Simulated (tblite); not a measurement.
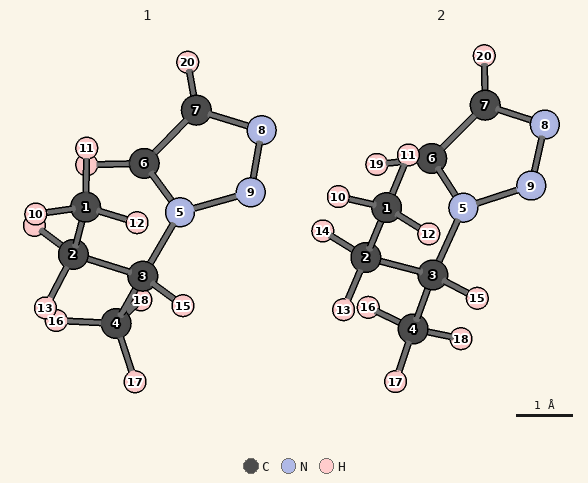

Two geometries of C₆H₁₁N₃, drawn at one scale. One is the start of a relaxation, the other its converged end. The picture is a ball-and-stick view, seen from a free direction.

Theory: GFN2-xTB geometry optimisation, gas phase in tblite 0.8.0. 

### Which of the two is the end point?

Structure 2 is the relaxed one. The atom that moves furthest after the best rigid fit is H18 (0.88 Å). Largest moves by element: H 0.88 Å, N 0.30 Å, C 0.19 Å. Some distances before and after: N8–N9 1.336 → 1.279 Å, C1–H10 1.136 → 1.087 Å, C1–C2 1.483 → 1.524 Å, C1–H12 1.128 → 1.087 Å. Bond angles that change, for instance: C3–N5–C6 121.9° → 129.1°, C3–N5–N9 128.1° → 121.2°, C2–C3–C4 105.3° → 111.9°. Groups turn about C3–C4 by about 50°, C1–C2 by about 25°. Over 88 geometry steps the energy falls by 0.653 eV. Cost: 0.6 s on 1 thread of Arm Neoverse V1, on a shared host.
